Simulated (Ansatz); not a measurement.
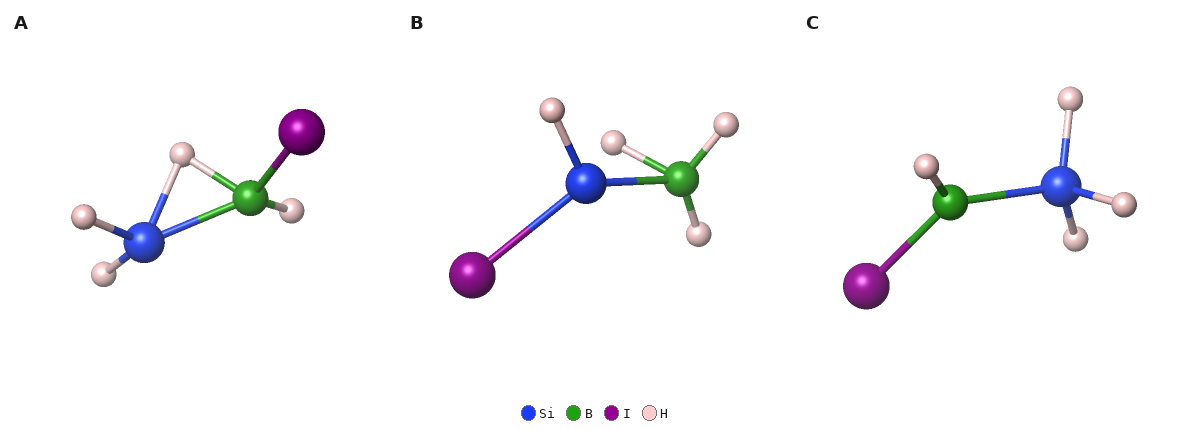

3 stationary structures of one formula. Geometries: PBE0-D4/def2-TZVP. Electronic energies: RHF-CCSD(T) (frozen core)/def2-TZVPP (Ansatz 0.2.0), without zero-point energy. No frequency run is at hand to confirm each as a minimum. Each is one conformer, not always the lowest.

### Which structure is the most stable?

C is lowest (Cs); B lies 15.9 kJ/mol above it (C1), A lies 48.8 kJ/mol above it (C1).
